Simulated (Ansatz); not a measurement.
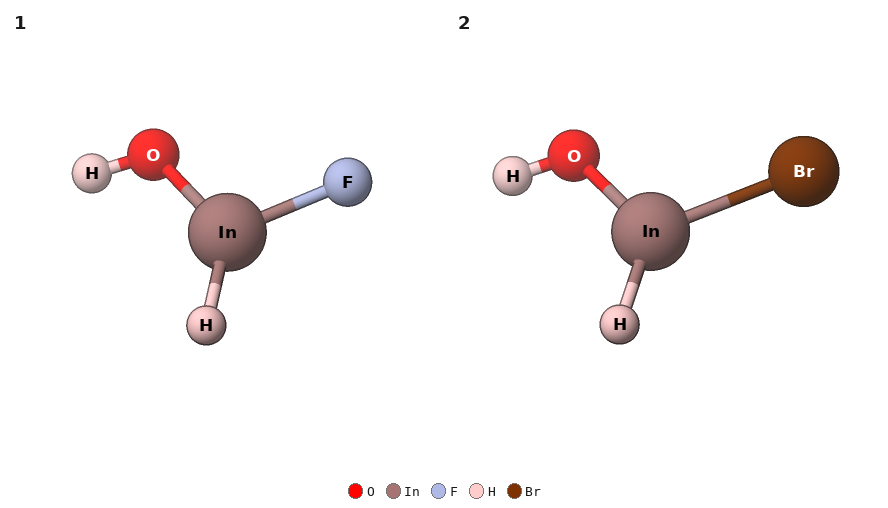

2 molecules with one skeleton, seen from the same side and at one scale. Charge 0, singlet. Computed geometries: PBE0-D4/def2-TZVP optimisations, one conformation each. Properties computed with Ansatz 0.2.0. Elements past Kr carry core potentials.

One atom differs, called X below: F in panel 1, Br in panel 2. Their formulas are FH2InO (`[OH][InH][F]`), BrH2InO (`[OH][InH][Br]`).

Question: In which is the HOMO–LUMO gap larger (ωB97M-V/def2-SVP)?

Answer: In panel 1 (X = F).

Question: In which is the length of X–In larger (PBE0-D4/def2-TZVP)?

Answer: In panel 2 (X = Br).

Give the values. With PBE0-D4/def2-TZVP: length of X–In (Å), angle X–In–H (°), harmonic X–In stretching wavenumber (cm⁻¹). With ωB97M-V/def2-SVP: HOMO energy (Kohn–Sham orbital) (eV), HOMO–LUMO gap (eV). With ωB97M-V/def2-TZVPP: dipole moment (D).

```json
{"quantity": "length of X–In (Å)", "1 (F)": "1.944", "2 (Br)": "2.454", "2 − 1": "+0.510"}
{"quantity": "angle X–In–H (°)", "1 (F)": "119.7", "2 (Br)": "123.4", "2 − 1": "+3.7"}
{"quantity": "HOMO energy (Kohn–Sham orbital) (eV)", "1 (F)": "−11.06", "2 (Br)": "−10.20", "2 − 1": "+0.86"}
{"quantity": "HOMO–LUMO gap (eV)", "1 (F)": "11.45", "2 (Br)": "10.41", "2 − 1": "−1.04"}
{"quantity": "dipole moment (D)", "1 (F)": "4.17", "2 (Br)": "3.45", "2 − 1": "−0.72"}
{"quantity": "harmonic X–In stretching wavenumber (cm⁻¹)", "1 (F)": "600", "2 (Br)": "257", "2 − 1": "−343"}
```
